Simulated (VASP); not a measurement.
Band structure of NbC (rock salt). Computed with rev-vdW-DF2, VASP's PBE PAW potentials (set 64) (plane waves; VASP 6.6.1).

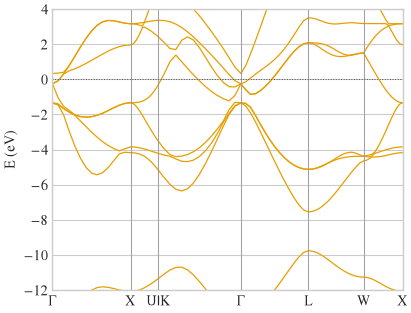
Fig. 1. Bands along high-symmetry lines, zero at the valence-band maximum or, without a gap, the Fermi level

Q: Read the plot: is there a gap, and where are the band edges?

A: It has no gap at this level: it comes out as a metal or semimetal. (Edges off the drawn lines would not show.)

The compound is NbC in the rock salt structure. It was relaxed first. The electron count is odd and the run is not spin-polarised, which forces a metal.
